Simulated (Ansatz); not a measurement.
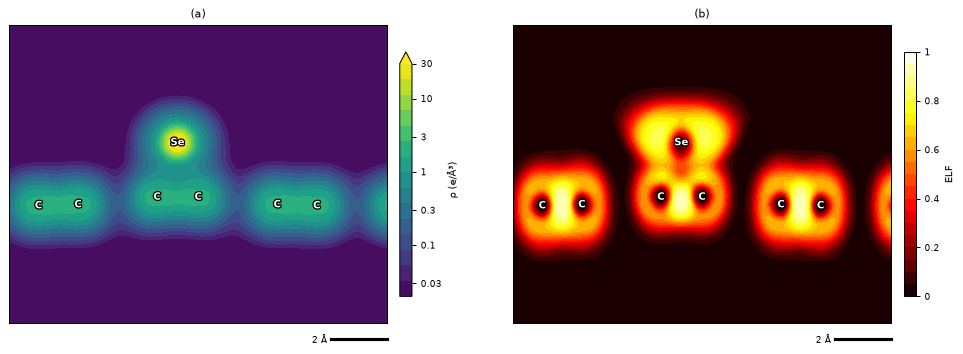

*C18Se (slab). (a) valence pseudo-density; (b) ELF on the (110) plane of the calculation cell, a cut from vacuum to vacuum.*

These are results of DFT LDA, scalar-relativistic, plane waves, PAW in Ansatz, not measurements.

Core electrons are frozen (PAW), and the valence fields are smoothed inside the atomic spheres.

```cif
data_structure
_symmetry_space_group_name_H-M 'P 1'
_symmetry_Int_Tables_number 1
_cell_length_a 7.3980
_cell_length_b 7.3980
_cell_length_c 11.0000
_cell_angle_alpha 90.000
_cell_angle_beta 90.000
_cell_angle_gamma 120.000
_cell_volume 521.38
loop_
_atom_site_label
_atom_site_type_symbol
_atom_site_fract_x
_atom_site_fract_y
_atom_site_fract_z
_atom_site_occupancy
C1 C 0.99582 0.99423 0.11076 1
C2 C 0.22051 0.11026 0.09071 1
C3 C 0.99707 0.33371 0.09072 1
C4 C 0.21492 0.44092 0.08453 1
C5 C 0.99330 0.66167 0.08617 1
C6 C 0.21622 0.77386 0.08611 1
C7 C 0.32843 0.99678 0.08617 1
C8 C 0.54848 0.10648 0.08618 1
C9 C 0.32772 0.32810 0.08451 1
C10 C 0.55039 0.43967 0.08269 1
C11 C 0.32649 0.66357 0.08272 1
C12 C 0.54915 0.77513 0.08457 1
C13 C 0.65637 0.99299 0.09075 1
C14 C 0.88104 0.10901 0.11074 1
C15 C 0.66066 0.32941 0.08610 1
C16 C 0.88360 0.44162 0.08618 1
C17 C 0.66195 0.66233 0.08456 1
C18 C 0.87981 0.76956 0.09075 1
Se1 Se 0.93840 0.05159 0.28780 1
```

> Read the bonding off the picture.

- The section cuts through C and Se sites.
- C–C (1.41 Å): ρ at the midpoint is about 2 e/Å³; the ELF peaks at about 0.95 between the atoms: localised, covalent bonding.
- C–Se (2.08 Å): ρ at the midpoint is about 0.71 e/Å³; the ELF peaks at about 0.70 between the atoms.
- C–C (1.47 Å): ρ is about 1.8 e/Å³ halfway; the ELF peaks at about 0.95 between the atoms, as expected for a covalent bond.
- The density dies away to nearly zero in the vacuum.
- The ELF also peaks beside Se, away from the bonds: lone-pair regions.
